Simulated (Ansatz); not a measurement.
```xyz
7

C    -2.7338    0.2641   -1.7542
As   -2.4877   -1.5394   -0.9943
H    -2.6715    1.0445   -0.9989
H    -1.9661    0.4267   -2.5109
H    -3.7092    0.3031   -2.2394
H    -3.4294   -1.3387    0.1872
H    -1.2702   -1.1855   -0.1485
```

Geometry: PBE0-D4/def2-TZVP.

The calculation used isolated molecule in a Gaussian basis; Kohn-Sham density functional theory, functional PBE0 in Ansatz 0.2.0.

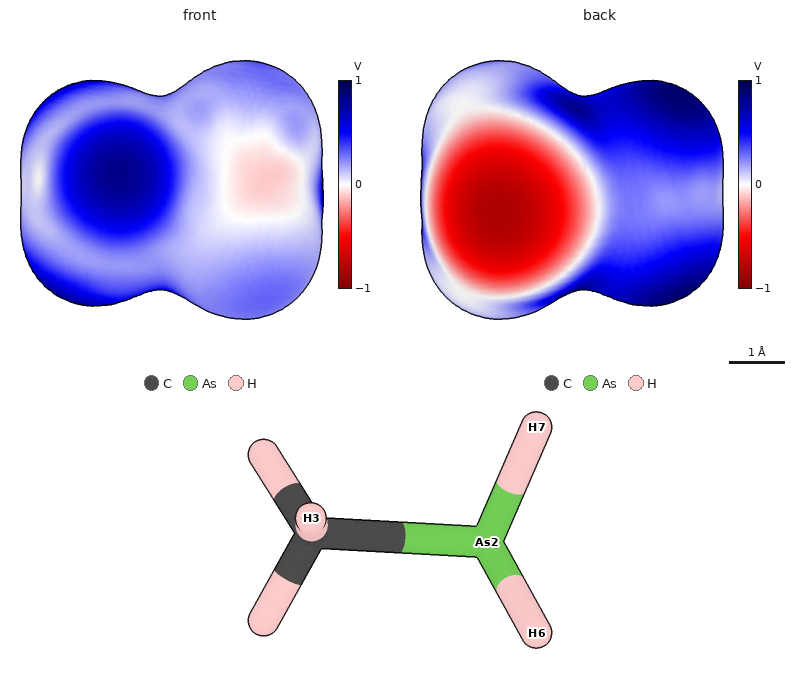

CH5As (SMILES C[AsH2]). The molecular electrostatic potential painted on the density surface at 0.002 e/bohr³, seen from the front and from behind; red is negative and blue positive. The bare structure is drawn below in the same view.

Describe the electrostatic potential map.

Answer. The most negative region (about −0.8 V) lies over As2, the most positive (about +0.9 V) over H4 and H5.
